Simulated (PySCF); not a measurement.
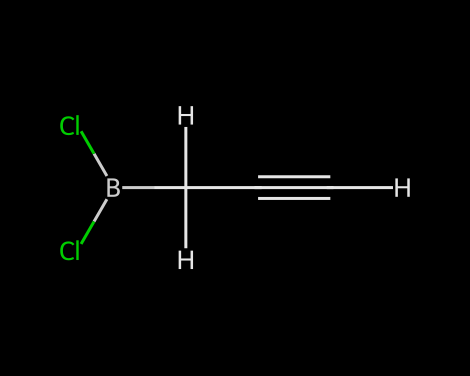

A structural formula.

> Give its SMILES.

C#CCB(Cl)Cl

> Give the formula, hydrogens included.

C3H3BCl2.

The parts below concern this one geometry. Atoms keep their numbers from picture to picture. Computed geometry: PBE0-D3(BJ)/def2-SVP optimisation. No frequency run is at hand to confirm it as a minimum.

## NMR shielding

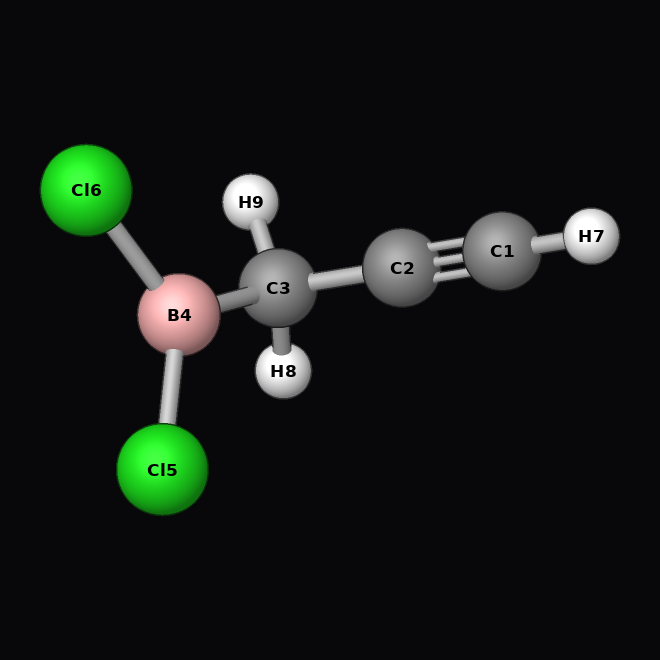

The questions are on isotropic NMR shieldings of the Cl atoms. No frequency run is at hand to confirm it as a minimum. Level of theory: GIAO ωB97X-D/pcSseg-2 NMR shielding, non-relativistic, gas phase (PySCF 2.14.0).

List the isotropic NMR shieldings of the Cl atoms.

| atom | σ (ppm) |
| --- | --- |
| Cl5 | 685.3 |
| Cl6 | 680.5 |

## Electronic properties

No frequency run is at hand to confirm it as a minimum. Method: LC-wPBE/pcSseg-2, gas phase (PySCF 2.14.0).

Computed properties:

- dipole moment: 1.10 D
- HOMO energy (Kohn–Sham orbital): −10.65 eV
- LUMO energy (Kohn–Sham orbital): 0.66 eV
- HOMO–LUMO gap: 11.31 eV

## Quadrupole coupling

No frequency run is at hand to confirm it as a minimum. Electric field gradients from the ground-state density, PBE0/6-31G (PySCF 2.14.0), non-relativistic apart from any core potentials.

Give the largest field-gradient component, the quadrupole coupling constant and the asymmetry for 11B at B4 (Q = 40.59 mb), 35Cl at Cl5 (Q = −81.7 mb), 35Cl at Cl6 (Q = −81.7 mb), 2H at H7 (Q = 2.86 mb), 2H at H8 (Q = 2.86 mb).

```json
{"atom": "B4", "V_zz (a.u.)": "0.306", "e²qQ/h (MHz)": "2.92", "η": "0.74"}
{"atom": "Cl5", "V_zz (a.u.)": "2.124", "e²qQ/h (MHz)": "−40.8", "η": "0.62"}
{"atom": "Cl6", "V_zz (a.u.)": "2.114", "e²qQ/h (MHz)": "−40.6", "η": "0.64"}
{"atom": "H7", "V_zz (a.u.)": "0.346", "e²qQ/h (MHz)": "0.232", "η": "0.00"}
{"atom": "H8", "V_zz (a.u.)": "0.298", "e²qQ/h (MHz)": "0.200", "η": "0.02"}
```
